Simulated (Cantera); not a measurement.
Input: 1 mol SiCl4, 13 mol N2, held at 150000 Pa.

Equilibrium computed with Cantera from the NASA thermochemical tables; the gas is ideal and each condensed phase is pure. Candidate condensed phases: Si, Si3N4; 13 gas species. The tables' values for SiCl3 are old estimates; treat these amounts as uncertain. Kinetics and transport are ignored.

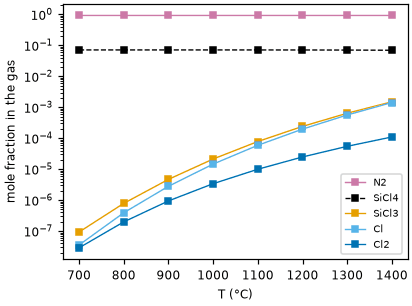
Figure: Equilibrium gas composition (values under 1e-9 drawn at 1e-9)

From 700 °C to 1400 °C nothing is condensed. The main Si-bearing gas is SiCl4 throughout.
